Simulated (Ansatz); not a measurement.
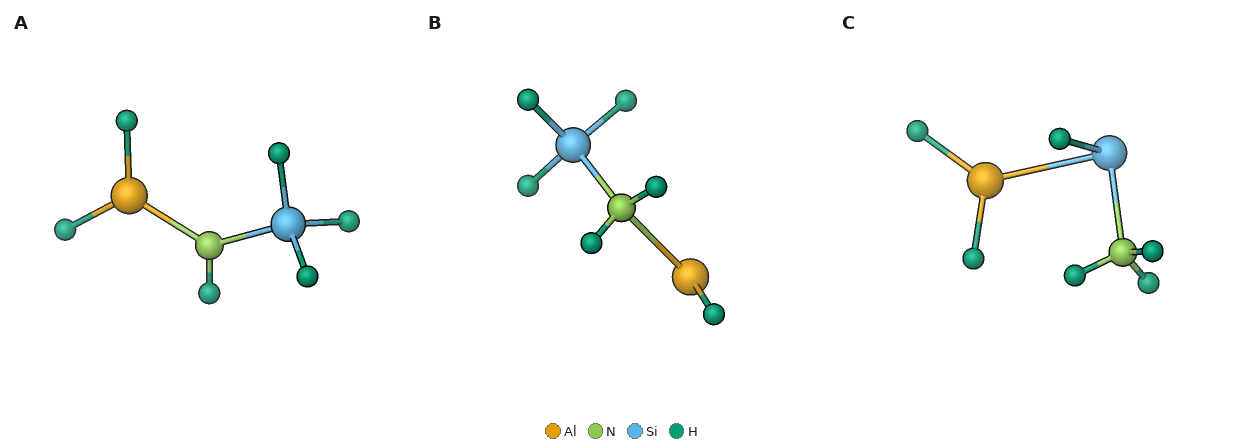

3 stationary structures of one formula. Geometries: PBE0-D4/def2-TZVP. Electronic energies: RHF-CCSD(T) (frozen core)/def2-TZVPP (Ansatz 0.2.0), without zero-point energy. No frequency run is at hand to confirm each as a minimum. Each is one conformer, not always the lowest.

### Which structure is the most stable?

A is lowest; B lies 1.776 eV above it, C lies 2.508 eV above it.
